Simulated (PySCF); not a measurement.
Dissociation curve of SMILES C#N. The C1–H3 bond (C1 also carries N; H3 carries nothing else) is varied alone, starting from the PBE0/def2-TZVP optimised geometry.

Computed with: RKS-LDA (SVWN5) = restricted LDA (SVWN5)/cc-pVTZ in PySCF; RHF/cc-pVTZ (PySCF); UKS-PBE = unrestricted PBE/cc-pVTZ (PySCF).

Magnitude of the dipole moment (D; its direction can reverse along the curve, and a method can change to another solution) and Mulliken charge of the fragment that holds C1:

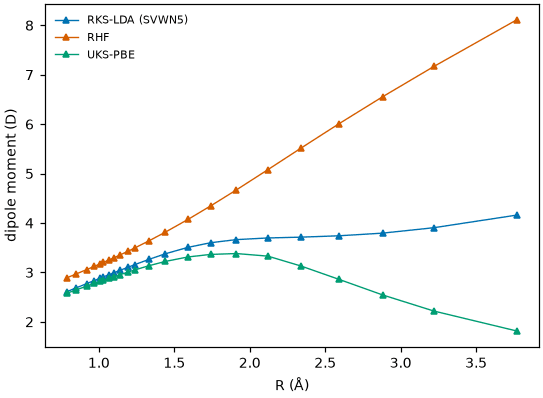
*Dipole moment against bond length.*

```csv
R / Å,μ RKS-LDA (SVWN5),q RKS-LDA (SVWN5),μ RHF,q RHF,μ UKS-PBE,q UKS-PBE
0.79,2.61,-0.24,2.89,-0.34,2.58,-0.22
0.85,2.69,-0.21,2.97,-0.30,2.65,-0.20
0.92,2.78,-0.18,3.06,-0.26,2.72,-0.17
0.97,2.84,-0.16,3.12,-0.23,2.78,-0.15
1.01,2.89,-0.15,3.18,-0.21,2.82,-0.14
1.03,2.91,-0.15,3.20,-0.21,2.84,-0.14
1.07,2.96,-0.14,3.26,-0.20,2.88,-0.14
1.10,2.99,-0.15,3.30,-0.20,2.91,-0.14
1.14,3.04,-0.15,3.35,-0.20,2.96,-0.15
1.19,3.10,-0.16,3.43,-0.20,3.00,-0.16
1.24,3.16,-0.17,3.50,-0.21,3.05,-0.17
1.33,3.26,-0.19,3.64,-0.23,3.14,-0.18
1.44,3.38,-0.21,3.81,-0.25,3.22,-0.19
1.59,3.51,-0.22,4.07,-0.27,3.31,-0.20
1.74,3.60,-0.22,4.34,-0.29,3.37,-0.20
1.91,3.66,-0.22,4.67,-0.30,3.38,-0.19
2.12,3.70,-0.21,5.08,-0.32,3.33,-0.18
2.34,3.71,-0.20,5.52,-0.33,3.13,-0.16
2.59,3.74,-0.19,6.01,-0.34,2.86,-0.13
2.88,3.80,-0.18,6.55,-0.34,2.55,-0.10
3.22,3.91,-0.18,7.17,-0.35,2.22,-0.07
3.77,4.16,-0.17,8.11,-0.35,1.82,-0.04
```

At the longest distance RKS-LDA (SVWN5) leaves fractional charges on the fragments, a sign of delocalisation error or of the restricted form. The restricted form behind RKS-LDA (SVWN5), RHF keeps the bonding electrons paired and can't separate into open-shell fragments. The unrestricted determinant behind UKS-PBE is spin-contaminated at 2.12 to 3.77 Å (<S²> up to 1.0, against 0.00 for a pure singlet).
